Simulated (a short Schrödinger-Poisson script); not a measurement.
Structure: MOS inversion layer, Al2O3 on p-type Si(100), at 300 K.

| layer | material | thickness (nm) | Na (cm⁻³) |
|---|---|---|---|
| 1 | Al2O3 | 4.8 | - |
| 2 | Si | 1600 | 1.5e17 |

Constants are typed, rounded textbook-type inputs, not results; the design itself was drawn at random and stands for no fabricated device. Al2O3: permittivity 9, conduction-band edge (eV) 2.7, gap (eV) 6.8, electron mass (mₑ) 0.3. Si: permittivity 11.7, conduction-band edge (eV) 0, gap (eV) 1.124, Nv at 300 K (cm⁻³) 3.1e19.

Channel valleys (confinement mass, in-plane density-of-states mass, number): Δ2 0.916, 0.19, 2; Δ4 0.19, 0.417, 4. At the gate the conduction-band edge of layer 1 lies 2.84 eV − eVg above the Fermi level of the channel; the field vanishes at the back. Gaps are held at their typed values at every temperature. Mesh 0.03 nm at interfaces.

Solved with a short Schrödinger-Poisson script written for these runs: 1D Poisson equation in equilibrium, electrons quantum, Hartree (BenDaniel-Duke, 12 states a valley, the channel's in-plane mass for all, wave functions free to enter the dielectric), parabolic valleys, classical holes, full ionisation, no traps, pinning or gate leakage.

Only gate voltages with over 1e8 electrons/cm² are shown.

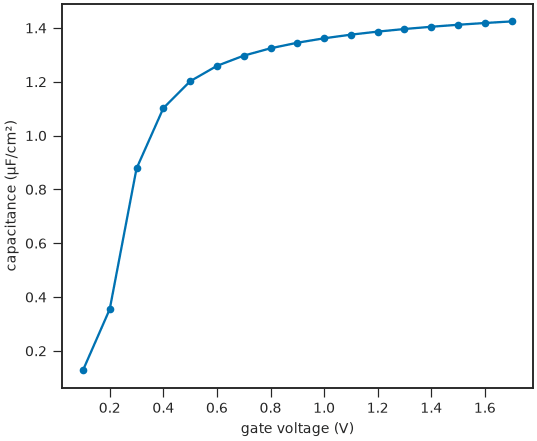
*Quasi-static capacitance against gate voltage*

```
Vg (V)  electrons (cm⁻²)  C (μF/cm²)  Δ2 E0 (meV)  Δ2 E1 (meV)  Δ4 E0 (meV)  Δ4 E1 (meV)
------  ----------------  ----------  -----------  -----------  -----------  -----------
0.1               2.37e9       0.128        216.8        259.2        250.9        321.3
0.2              6.02e10       0.355        132.0        176.4        167.6        241.0
0.3              4.21e11       0.878         79.5        127.6        118.1        194.7
0.4              1.04e12        1.10         53.5        106.3         95.7        175.6
0.5              1.75e12        1.20         37.1         94.6         83.1        165.9
0.6              2.52e12        1.26         25.1         87.0         74.5        159.9
0.7              3.32e12        1.30         15.3         81.6         68.1        155.9
0.8              4.13e12        1.32          7.1         77.5         63.0        153.0
0.9              4.97e12        1.35         -0.2         74.1         58.7        150.7
1                5.81e12        1.36         -6.7         71.4         55.0        148.9
1.1              6.66e12        1.38        -12.7         69.0         51.7        147.4
1.2              7.53e12        1.39        -18.3         67.0         48.7        146.2
1.3              8.40e12        1.40        -23.6         65.2         46.0        145.1
1.4              9.27e12        1.40        -28.6         63.6         43.4        144.2
1.5              1.01e13        1.41        -33.3         62.1         41.0        143.5
1.6              1.10e13        1.42        -37.9         60.8         38.7        142.8
1.7              1.19e13        1.42        -42.4         59.6         36.6        142.2
```

Subbands count from the Fermi level.
